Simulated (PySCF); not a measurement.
**NMR shielding calculation, with input and output: CH$_{10}$N$_{2}$OSi$_{2}$**

CH$_{10}$N$_{2}$OSi$_{2}$, computed with GIAO PBE0/pcSseg-1 NMR shielding, non-relativistic, gas phase (PySCF 2.14.0).

The geometry comes from this level: PBE0-D3(BJ)/def2-SVP. Figures and captions count atoms from 1; the log counts them from 0 in places.

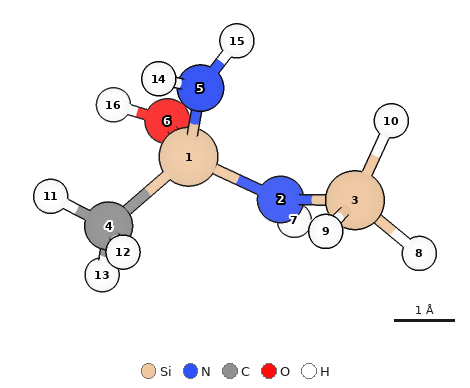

Figure 1. The structure (ball-and-stick view, seen at a tilt; atoms are numbered from 1 in the order of the input). Bond lengths as drawn: C–H 1.10 Å, C–Si 1.87 Å, H–N 1.01 Å, H–O 0.96 Å, H–Si 1.49 to 1.50 Å, N–Si 1.72 to 1.74 Å and O–Si 1.67 Å.

Key numbers:

```tsv
quantity	value
outcome	converged
total energy	−807.431120 hartree
HOMO	−7.25 eV
LUMO	0.63 eV
dipole moment	2.35 D
isotropic shielding, Si	372.4 to 410.3 ppm
isotropic shielding, N	229.8 to 250.5 ppm
isotropic shielding, C	186.3 ppm
isotropic shielding, O	263.3 ppm
isotropic shielding, H	26.6 to 31.5 ppm
hardware	1 CPU thread, shared host
wall time	24 s
peak memory	0.89 GiB
```

Input:
```
{"job": {"kind": "nmr", "xc": "PBE0", "basis": "pcSseg-1"}, "charge": 0, "multiplicity": 1}
Si    -0.655972     0.278908    -0.244638
N      0.651062    -0.585869    -0.971489
Si     2.278986    -0.608483    -0.362993
C     -1.727179    -0.724747     0.912699
N      0.082258     1.513913     0.702896
O     -1.560130     0.784732    -1.557627
H      0.480642    -1.029775    -1.868036
H      3.035101    -1.632609    -1.150212
H      2.323744    -0.985906     1.082700
H      3.007557     0.693371    -0.507726
H     -2.565880    -0.138305     1.322490
H     -1.135515    -1.106025     1.759262
H     -2.152629    -1.591259     0.383312
H     -0.273151     1.786119     1.610421
H      0.640424     2.246463     0.279750
H     -2.435445     1.124959    -1.353874
```

The first line tells a small driver script what to run in PySCF; the rest is the geometry in Å.

Command:
```bash
OMP_NUM_THREADS=1 python <driver script> task.json out
```

Output:
```
coarse grid: 13744 points
cycle   1  E = -807.2396372983  dE =  3.969e-01  |g| = 8.936e-01  |ddm| = 3.529e+00
cycle   2  E = -807.1008789488  dE =  1.388e-01  |g| = 1.234e+00  |ddm| = 1.581e+00
cycle   3  E = -807.3918289220  dE = -2.909e-01  |g| = 1.084e-01  |ddm| = 1.043e+00
cycle   4  E = -807.3939499251  dE = -2.121e-03  |g| = 4.124e-02  |ddm| = 1.049e-01
cycle   5  E = -807.3943055561  dE = -3.556e-04  |g| = 8.277e-03  |ddm| = 3.278e-02
cycle   6  E = -807.3943173494  dE = -1.179e-05  |g| = 3.252e-03  |ddm| = 7.979e-03
cycle   7  E = -807.3943196562  dE = -2.307e-06  |g| = 3.411e-04  |ddm| = 2.595e-03
final grid: 121976 points
cycle   8  E = -807.4311026278  dE = -1.808e-05  |g| = 9.262e-03  |ddm| = 1.705e-02
cycle   9  E = -807.4310837575  dE =  1.887e-05  |g| = 1.350e-02  |ddm| = 1.598e-02
cycle  10  E = -807.4311201449  dE = -3.639e-05  |g| = 9.813e-04  |ddm| = 9.651e-03
cycle  11  E = -807.4311203302  dE = -1.853e-07  |g| = 1.771e-04  |ddm| = 7.649e-04
cycle  12  E = -807.4311203359  dE = -5.798e-09  |g| = 4.347e-05  |ddm| = 1.523e-04
cycle  13  E = -807.4311203362  dE = -2.326e-10  |g| = 2.279e-05  |ddm| = 4.369e-05
```

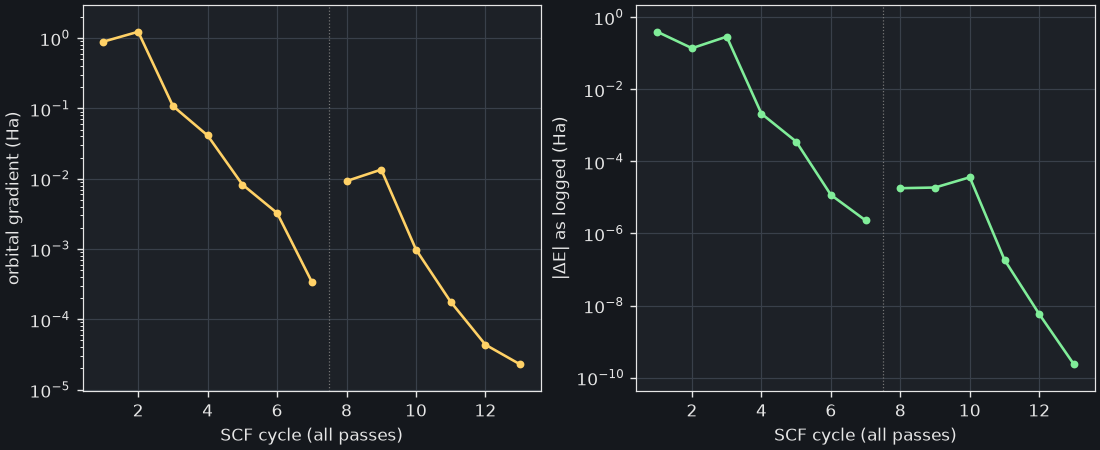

Figure 2. Convergence of the self-consistent field: orbital gradient and size of the energy change against the SCF cycle. The dotted line marks the change from a coarse to the final integration grid. The first 7 cycles use a coarse grid, the final grid takes over at cycle 8, and the field converges after 13 cycles in all.

```
converged SCF energy = -807.4311203362

GIAO shielding tensors (ppm)
atom      isotropic    diamagn.    paramagn.     s11        s22        s33       span
  0 Si     372.398     880.868    -508.470    348.627    367.590    400.977     52.350
  1 N      250.460     326.110     -75.650    216.087    244.143    291.150     75.064
  2 Si     410.267     878.776    -468.509    365.231    394.297    471.272    106.041
  3 C      186.263     257.708     -71.444    180.891    183.981    193.918     13.028
  4 N      229.758     321.305     -91.547    207.173    218.804    263.297     56.125
  5 O      263.256     388.889    -125.633    243.284    256.806    289.677     46.394
  6 H       31.162      32.287      -1.125     22.276     28.338     42.873     20.597
  7 H       26.714      27.972      -1.259     23.393     24.629     32.120      8.727
  8 H       26.585      29.362      -2.778     23.034     25.292     31.427      8.393
  9 H       26.625      28.883      -2.258     22.812     24.928     32.135      9.324
 10 H       31.488      30.731       0.757     27.388     28.776     38.300     10.911
 11 H       31.002      32.711      -1.710     26.694     29.220     37.092     10.398
 12 H       31.253      30.993       0.260     27.168     28.570     38.021     10.853
 13 H       30.558      32.532      -1.973     24.041     26.950     40.682     16.641
 14 H       30.413      32.177      -1.763     24.027     26.057     41.156     17.129
 15 H       30.197      30.976      -0.779     22.562     25.117     42.912     20.350
```

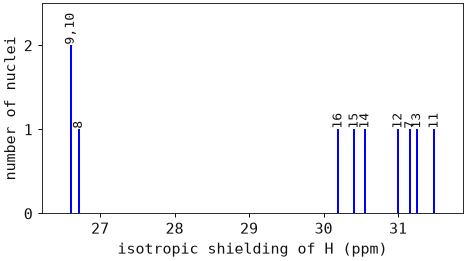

Figure 3. Isotropic shieldings of the hydrogen nuclei in this fixed geometry, labelled by atom number; shielding grows to the right, so chemical shift grows to the left. The least shielded is H9 (26.6 ppm), the most shielded H11 (31.5 ppm).

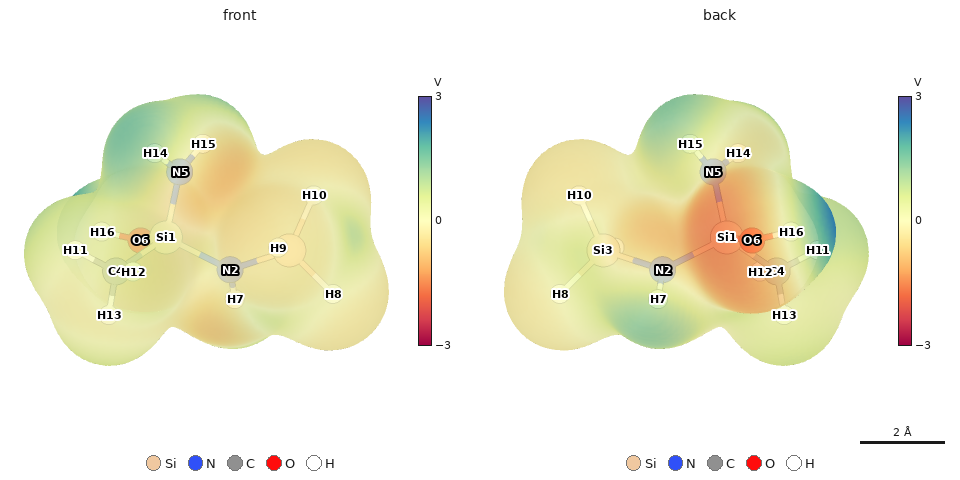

Figure 4. The molecular electrostatic potential painted on the density surface at 0.002 e/bohr³, seen face on and from behind; red is negative and blue positive.

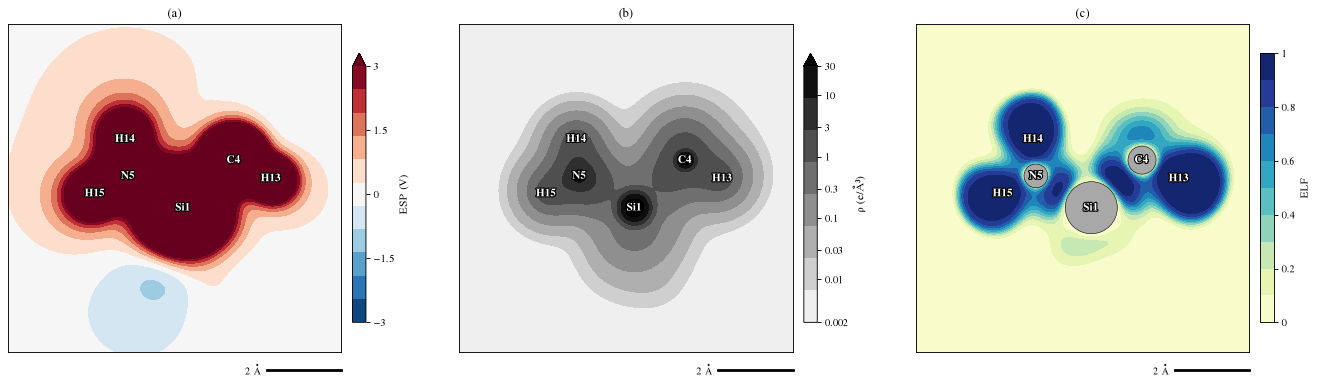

Figure 5. (a) molecular electrostatic potential; (b) electron density; (c) ELF on the plane of atoms Si1, C4 and H13. Grey discs, where drawn, cover atomic cores. Atoms in the plane: Si, C, N and H. C–Si (1.87 Å): ρ is about 0.98 e/Å³ halfway; the ELF peaks at about 0.95 between the atoms (a covalent bond).
